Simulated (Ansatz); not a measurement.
# singlet [BCl2]+ at 6 levels

We compute a comparison of 6 runs (B3LYP/6-31G*, PBE-QIDH/def2-TZVP, PBE/def2-TZVP, revPBE/def2-TZVP, CCSD(T)/def2-TZVP) of singlet [BCl2]+. 

The results are computed with Ansatz 0.2.0.

40 further runs of the same task are left out: 40 set aside as unsound or not needed.

## Step 1: Starting point

[BCl2]+: 3 atoms, total charge +1, spin state singlet. SMILES of the parent species: `Cl[B]Cl`. The coordinates come from a PBE0-D4/def2-TZVP relaxation. That shape belongs to the parent species and isn't relaxed for this state.

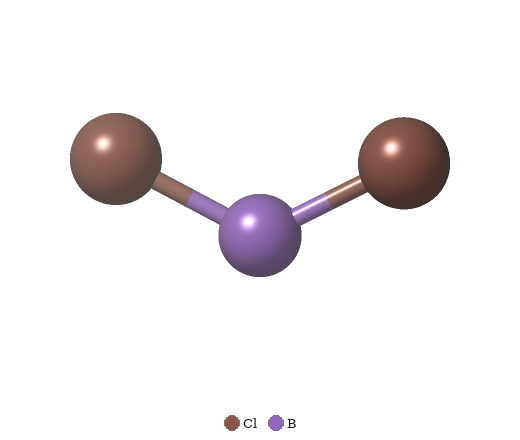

Viewed from a chosen angle; chlorine brown, boron purple.

## Step 2: The energy at B3LYP/6-31G(d) (spherical functions) (run 1)

Contents of run.yaml:

```yaml
crystal:
  periodic: [false, false, false]
  atoms:
    - {symbol: Cl, position_ang: [0.371500, -1.525600, 0.030000]}
    - {symbol: B, position_ang: [-0.463900, -0.050300, -0.256900]}
    - {symbol: Cl, position_ang: [0.081500, 1.511100, 0.213700]}
basis:
  gaussian:
    orbitals: 6-31G_st_-spherical.json
accuracy: high
output: {orbitals: {seedname: orbitals}}
total_charge: 1
magnetization:
  spin_polarized: false
hamiltonian:
  xc: {name: B3LYP}
```

The basis set 6-31G* is read from a file made from the Basis Set Exchange's data (not shown).

Started as:

```sh
ansatz run run.yaml --threads 1 --pin off --max-ram 3480MiB --events-out events.jsonl --progress --plain --runs-dir runs
```

The log of the run:

```text
Warning: RAYON_NUM_THREADS=1 ignored (pool sized by the plan → 1); use --threads N
Functional definition: B3LYP
  name "B3LYP"
  parameter a0 = 0.2
  parameter ax = 0.72
  parameter ac = 0.81
  exchange = (1 - a0 - ax)*slater_x + ax*b88_x + a0*exact_x
  correlation = (1 - ac)*vwn_rpa_c + ac*lyp_c
978 factors; integrals over basis functions are off by at most 3.1e-9 eV
mean field evaluation 1: about -25709.9820 eV, gradient 2.7e1 eV
mean field evaluation 2: about -25703.9654 eV, gradient 5.5e1 eV
mean field evaluation 4: about -25712.3435 eV, gradient 1.4e0 eV
mean field evaluation 8: about -25712.4323 eV, gradient 5.1e-3 eV
mean field evaluation 16: about -25712.4323 eV, gradient 4.0e-7 eV
mean field -25712.43230239 eV, -944.9144586004 hartree, gradient 6.5e-8 eV, S^2 0.000000; 0 other end points of the search recorded, 0 dependent functions left out
reference -25712.43233280 eV, -944.9144597177 hartree; 19, 19 occupied and 31, 31 virtual orbitals, 978 factors
Total energy: -25712.43233280 eV, -944.9144597177 hartree
```

Run time: 2.6 s. Hardware: 1 thread of Arm Neoverse V1, shared host; peak memory 0.13 GiB.

## Step 3: A single-point energy at B3LYP/6-31G(d) (Cartesian functions) (run 2)

Contents of job.yaml:

```yaml
crystal:
  periodic: [false, false, false]
  atoms:
    - symbol: Cl
      position_ang: [0.371500, -1.525600, 0.030000]
    - symbol: B
      position_ang: [-0.463900, -0.050300, -0.256900]
    - symbol: Cl
      position_ang: [0.081500, 1.511100, 0.213700]
basis:
  gaussian:
    orbitals: "6-31G*"
output: {orbitals: {seedname: orbitals}}
total_charge: 1
accuracy: high
hamiltonian:
  xc: {name: B3LYP}
```

Started as:

```sh
ansatz run job.yaml --threads 1 --pin off --max-ram 3480MiB --events-out events.jsonl --progress --plain --runs-dir runs
```

The log of the run, cut to the lines that bear on the results:

```text
Warning: RAYON_NUM_THREADS=1 ignored (pool sized by the plan → 1); use --threads N
[... 7 set-up lines as earlier in the session ...]
996 factors; integrals over basis functions are off by at most 3.3e-9 eV
mean field evaluation 1: about -25710.2132 eV, gradient 2.8e1 eV
mean field evaluation 2: about -25704.2010 eV, gradient 5.6e1 eV
mean field evaluation 4: about -25712.5785 eV, gradient 1.6e0 eV
mean field evaluation 8: about -25712.6210 eV, gradient 5.9e-2 eV
mean field evaluation 16: about -25712.6210 eV, gradient 3.8e-6 eV
mean field -25712.62097405 eV, -944.9213921558 hartree, gradient 4.5e-8 eV, S^2 0.000000; 0 other end points of the search recorded, 0 dependent functions left out
reference -25712.62100446 eV, -944.9213932733 hartree; 19, 19 occupied and 34, 34 virtual orbitals, 996 factors
Total energy: -25712.62100446 eV, -944.9213932733 hartree
```

Wall time 2.8 s (1 thread of Arm Neoverse V1, shared host); peak memory 0.13 GiB.

Runs 3 to 5 aren't shown in full; the table further down has their settings and results.

## Step 4: The energy at CCSD(T)/def2-TZVP (run 6)

Contents of molecule.yaml:

```yaml
crystal:
  periodic: [false, false, false]
  atoms:
    - symbol: Cl
      position_ang: [0.371500, -1.525600, 0.030000]
    - symbol: B
      position_ang: [-0.463900, -0.050300, -0.256900]
    - symbol: Cl
      position_ang: [0.081500, 1.511100, 0.213700]
basis:
  gaussian: {orbitals: def2-TZVP}
total_charge: 1
correlation: {method: ccsd_t, frozen_orbitals: {B: 1, Cl: 5}}
accuracy: high
scf: {omitted_lower_state_checks: [cluster_reference, increment]}
```

Started as:

```sh
ansatz run molecule.yaml --threads 1 --pin off --max-ram 3480MiB --events-out events.jsonl --progress --plain --runs-dir runs
```

The log of the run:

```text
Warning: RAYON_NUM_THREADS=1 ignored (pool sized by the plan → 1); use --threads N
[... 12 lines left out ...]
11 core orbitals not correlated: weight in the atoms' cores, before any rotation towards them, 1.000 or more for the frozen orbitals, at most 0.000 for the correlated occupied ones
[... 24 lines left out ...]
Total energy: -25685.27197913 eV, -943.9163351304 hartree
Checks for a lower state left out: cluster_reference, increment
```

Wall time 8.7 s (1 thread of Arm Neoverse V1, shared host); peak memory 0.56 GiB.

## Step 5: Overview of the runs

| run | level | Cartesian functions | frozen core orbitals | energy (Eh) | HOMO energy (eV) | LUMO energy (eV) | HOMO–LUMO gap (eV) | wall time |
| --- | --- | --- | --- | --- | --- | --- | --- | --- |
| 1 | B3LYP/6-31G* (spherical functions) | no | – | -944.914460 | -16.08 | -11.34 | 4.73 | 2.6 s |
| 2 | B3LYP/6-31G* (Cartesian functions) | yes | – | -944.921393 | -16.08 | -11.34 | 4.73 | 2.8 s |
| 3 | PBE-QIDH/def2-TZVP | no | 11 | -944.447326 | -18.41 | -9.14 | 9.27 | 9 s |
| 4 | PBE/def2-TZVP | no | – | -944.557187 | -14.95 | -11.87 | 3.07 | 4.5 s |
| 5 | revPBE/def2-TZVP | no | – | -944.799773 | -14.90 | -11.80 | 3.10 | 4.8 s |
| 6 | CCSD(T)/def2-TZVP | no | 11 | -943.916335 | – | – | – | 8.7 s |

## Step 6: What came out

| quantity | value |
| --- | --- |
| run 6: total energy | -943.91634 Eh |
| run 6: correlation energy (11 core orbitals frozen) | -503.0 mEh |
| run 6: (T) correction | -25.56 mEh |
| run 6: T1 diagnostic | 0.020 |

What this shows: Over runs 1, 2, 3, 4, 5 the HOMO–LUMO gap runs from 3.07 eV (PBE/def2-TZVP) to 9.27 eV (PBE-QIDH/def2-TZVP). A double hybrid's value is that of its SCF part. Totals of different functionals can't be ranked against each other. All runs together took 32 s, the longest 9 s.
